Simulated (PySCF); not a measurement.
# PBE0/6-31G(d) (spherical functions) run of C2HClF2 (SMILES FC(F)=CCl)

What is the energy change on altering one bond length of C2HClF2 at PBE0/6-31G* (spherical functions)? 

The calculation is run with PySCF 2.14.0.

3 further runs of the same task are left out: 3 set aside as unsound or not needed.

### 1 The molecule

C2HClF2 has 6 atoms, charge 0, and is taken as a singlet. As SMILES, `FC(F)=CCl`. The shape is that of a PBE0-D4/def2-TZVP optimisation.

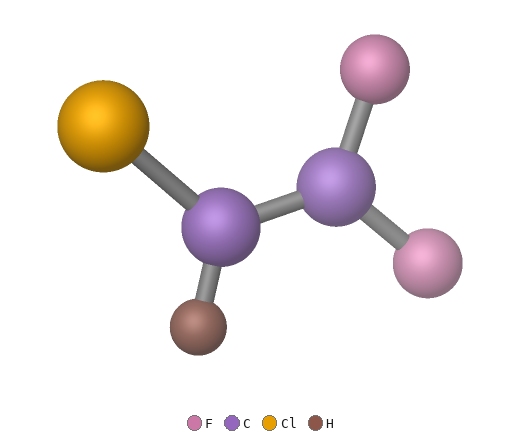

Viewed from a chosen angle; fluorine pink, carbon purple, chlorine amber, hydrogen brown.

### 2 The energy at PBE0/6-31G(d) (spherical functions)

Contents of job.py:

```python
from pyscf import gto, dft

molecule = gto.M(
    atom='''
F      1.702662    -1.531396     2.536088
C      0.505785    -1.062404     0.416439
F      0.363791    -3.085205    -0.987817
C     -0.412641     1.184424    -0.163556
Cl    -1.963444     1.750699    -2.933044
H     -0.196154     2.743882     1.131889
''',
    spin=0,
    max_memory=1860,
    unit='bohr',
    basis='6-31g*',
    charge=0,
    verbose=3,
)

mf = dft.RKS(molecule)
mf.xc = 'pbe0'
mf.conv_tol = 1e-10
mf.grids.level = 5
mf.kernel()
if not mf.converged:
    mf = mf.newton().run(mf.mo_coeff, mf.mo_occ)

e_tot = mf.e_tot
print('E = %.10f Eh' % e_tot)
```

Started as:

```sh
$ OMP_NUM_THREADS=1 python job.py
```

Log:

```text
converged SCF energy = -736.202551030354
E = -736.2025510304 Eh
```

Run time: 13 s. Hardware: 1 thread of Intel Xeon at 2.70GHz, shared host; peak memory 0.39 GiB.

### 3 The distorted shape at the same level

Contents of input.py:

```python
from pyscf import gto, dft

molecule = gto.Mole()
molecule.atom = '''
F    0.973904  -0.988707   1.388073
C    0.340544  -0.740527   0.266403
F    0.265404  -1.810947  -0.476697
C   -0.218360   0.626770  -0.086550
Cl  -1.039010   0.926430  -1.552100
H   -0.103800   1.452000   0.598970
'''
molecule.max_memory = 1860
molecule.spin = 0
molecule.verbose = 3
molecule.basis = '6-31g*'
molecule.build()

ks = dft.RKS(molecule, xc='pbe0')
ks.grids.level = 5
ks.conv_tol = 1e-10
ks.kernel()
if not ks.converged:
    ks = ks.newton().run(ks.mo_coeff, ks.mo_occ)

e_tot = ks.e_tot
print(f'total energy: {e_tot:.8f} hartree')
```

Started as:

```sh
$ OMP_NUM_THREADS=1 python input.py
```

Log:

```text
converged SCF energy = -736.171800338118
total energy: -736.17180034 hartree
```

Wall time 15 s (1 thread of Intel Xeon at 2.70GHz, shared host); peak memory 0.39 GiB.

### 4 Summary of results

Level: PBE0/6-31G* (spherical functions).

```
                                                         quantity          value
                                        first shape: total energy  -736.20255 Eh
                                       first shape: dipole moment         1.05 D
                                         first shape: HOMO energy       -7.19 eV
                                         first shape: LUMO energy        0.60 eV
                                       first shape: HOMO–LUMO gap        7.80 eV
                                    distorted shape: total energy  -736.17180 Eh
                                   distorted shape: dipole moment         0.99 D
                                     distorted shape: HOMO energy       -6.57 eV
                                     distorted shape: LUMO energy       -0.47 eV
                                   distorted shape: HOMO–LUMO gap        6.10 eV
energy change with the C2–C4 bond stretched from 1.321 to 1.519 Å       0.837 eV
```

In words: With the C2–C4 bond stretched from 1.321 to 1.519 Å the energy rises by 0.84 eV (19.3 kcal/mol). The first shape isn't relaxed at this level, so the change isn't measured from a minimum. Mulliken charges (distorted shape) run from -0.45 on C4 to +0.65 on C2.
